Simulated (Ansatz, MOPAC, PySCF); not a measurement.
CH4O (SMILES CO) and C3H8 (SMILES CCC) are pulled apart as rigid monomers along the line of their centres of mass, from the B3LYP-D3(BJ)/def2-TZVP minimum. Starting geometry (charge 0, multiplicity 1):
```xyz
17

C      0.48433     0.24328    -0.27983
O     -0.51380    -0.51808     0.38321
H      0.75164     1.14700     0.27857
H      0.06814     0.54281    -1.24074
H      1.39337    -0.34016    -0.46388
H     -0.17450    -0.79623     1.23980
C     -0.30207    -1.27334     3.86099
C     -0.02327     0.09187     4.48447
C      0.33719     1.15369     3.44866
H     -0.53397    -2.02436     4.61803
H     -1.15358    -1.22635     3.17698
H      0.56741    -1.63490     3.30272
H      0.78903     0.00065     5.21125
H     -0.90225     0.41702     5.04818
H      0.51863     2.12338     3.91535
H      1.24420     0.87651     2.90402
H     -0.46447     1.27868     2.71715
```

Interaction energies with rigid monomers; basis-set methods are counterpoise corrected unless marked otherwise.

Rows in 3-21G carry no dispersion term and start afresh at each structure. The state reached by AM1 isn't checked.

Run with Ansatz (an electronic-structure program) with Gaussian orbitals; MOPAC for AM1 (differences of heats of formation); PySCF for 3-21G rows, the dispersion terms. 

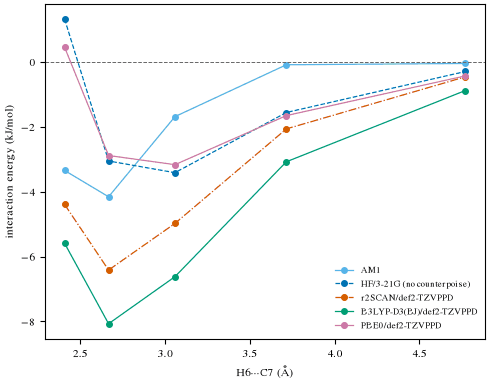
Fig. 1. Interaction energy against separation

Question: Which level binds most strongly at H6···C7 = 2.67, and by how much?

Answer: B3LYP-D3(BJ)/def2-TZVPPD, -8 kJ/mol.
